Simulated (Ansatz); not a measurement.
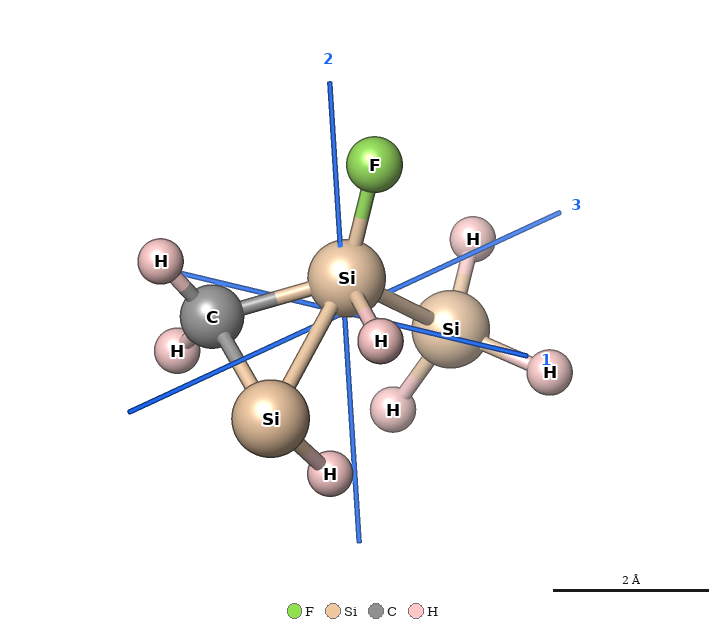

The three principal axes of inertia are drawn and numbered. Distant atoms are faded towards the background colour. Computed geometry: PBE0-D4/def2-TZVP optimisation. No frequency run is at hand to confirm it as a minimum. Masses are those of the most abundant isotopes; constants are for the rigid equilibrium geometry.

Question: Which line is the a axis (least moment of inertia), which b and which c?

Answer: a is line 3, b is line 2, c is line 1; the moments are 161, 313, 405 u Å².

Question: What kind of rotor is it, and what are its rotational constants in GHz?

Answer: An asymmetric top (C1): A = 3.14, B = 1.61, C = 1.25 GHz. Ray's parameter κ is −0.61, nearer the prolate limit.
